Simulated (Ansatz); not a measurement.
ZnInGaO4 (InGaZnO4 type, space group R3m)

Space group R3m, hexagonal axes (No. 160); a = 3.3148 Å, b = 3.3148 Å, c = 25.7511 Å, α = 90.00°, β = 90.00°, γ = 120.00°

| atom | site | symmetry | x | y | z |
|---|---|---|---|---|---|
| In | 3a | 3m | 0.0000 | 0.0000 | 0.0029 |
| Ga | 3a | 3m | 0.0000 | 0.0000 | 0.7871 |
| Zn | 3a | 3m | 0.0000 | 0.0000 | 0.2187 |
| O | 3a | 3m | 0.0000 | 0.0000 | 0.8637 |
| O | 3a | 3m | 0.0000 | 0.0000 | 0.1212 |
| O | 3a | 3m | 0.0000 | 0.0000 | 0.7112 |
| O | 3a | 3m | 0.0000 | 0.0000 | 0.2951 |
(The calculation used a cell of 7 atoms; values per cell refer to that cell.)

E(V) scan at fixed shape, V₀ the volume above. The atoms relax within the cell's symmetry.

Calculation: PBEsol (plane waves to 420 eV, PAW, scalar-relativistic; Ansatz, a quantum-chemistry and plane-wave program). k mesh 12×12×12 (Γ-centred), Fermi-Dirac smearing 0.05 eV. The energy includes the smearing's −TS. With the shape held, the modulus is that of even scaling; a crystal free to change shape is softer. ZnInGaO4 was relaxed with its symmetry unable to fall. ΔE is measured from the relaxed starting cell.

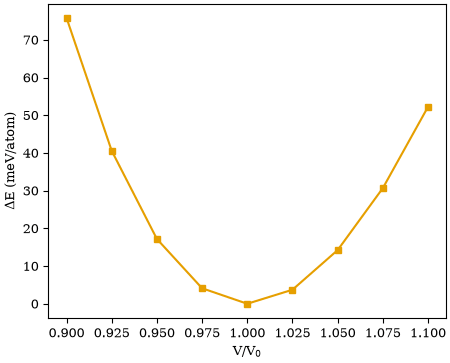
Fig. 1. ΔE (meV/atom) against V/V₀; one marker a computed point.

Q: What is ΔE at V/V₀ = 1.100?

A: About 52 meV/atom.

Q: What is ΔE at V/V₀ = 0.900?

A: About 76 meV/atom.

Q: What bulk modulus at fixed cell shape B₀ follows from a third-order Birch-Murnaghan fit?

A: About 170 GPa.

(Under strain, the slope of the energy per volume gives the stress and its curvature an elastic modulus.)
